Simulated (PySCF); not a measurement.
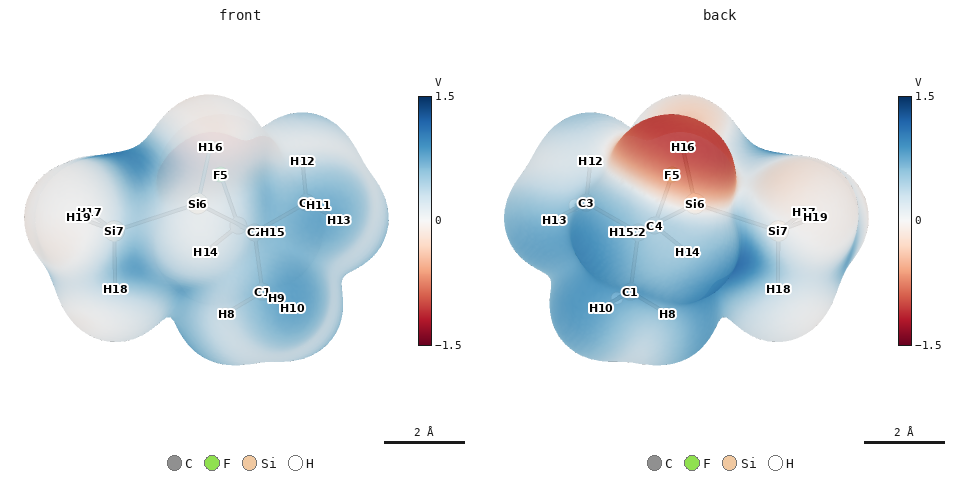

Figure. C4H12FSi2 (SMILES CC(C)(CF)[SiH][SiH3]) (doublet). The molecular electrostatic potential painted on the density surface at 0.002 e/bohr³, seen from the front and from behind; red is negative and blue positive.

Geometry: GFN2-xTB.

Computed with UKS B3LYP, pcH-1 on C F H Si, non-relativistic, mean-field spin-orbit, GIAO in PySCF.

```yaml
atoms:
  - { symbol: C, position_ang: [-0.7421, -1.0663, -1.1857] }
  - { symbol: C, position_ang: [-0.6016, 0.1653, -0.2937] }
  - { symbol: C, position_ang: [-1.6220, 1.2232, -0.7081] }
  - { symbol: C, position_ang: [-0.8779, -0.2619, 1.1432] }
  - { symbol: F, position_ang: [-0.5158, 0.7315, 2.0292] }
  - { symbol: Si, position_ang: [1.2014, 0.8788, -0.3534] }
  - { symbol: Si, position_ang: [2.7685, -0.4196, 0.6890] }
  - { symbol: H, position_ang: [-0.0063, -1.8251, -0.9254] }
  - { symbol: H, position_ang: [-0.5967, -0.7934, -2.2282] }
  - { symbol: H, position_ang: [-1.7345, -1.5077, -1.0858] }
  - { symbol: H, position_ang: [-1.4125, 1.5836, -1.7130] }
  - { symbol: H, position_ang: [-1.5908, 2.0701, -0.0261] }
  - { symbol: H, position_ang: [-2.6319, 0.8112, -0.6954] }
  - { symbol: H, position_ang: [-0.2900, -1.1447, 1.4179] }
  - { symbol: H, position_ang: [-1.9420, -0.4603, 1.3205] }
  - { symbol: H, position_ang: [1.0603, 2.3075, -0.0239] }
  - { symbol: H, position_ang: [2.8090, -0.5479, 2.1525] }
  - { symbol: H, position_ang: [2.6231, -1.7986, 0.1936] }
  - { symbol: H, position_ang: [4.0920, 0.0636, 0.2853] }
```

Describe the electrostatic potential map.

Answer. The most negative region (about −1.0 V) lies over F5, the most positive (about +1.1 V) over Si7 and H14.
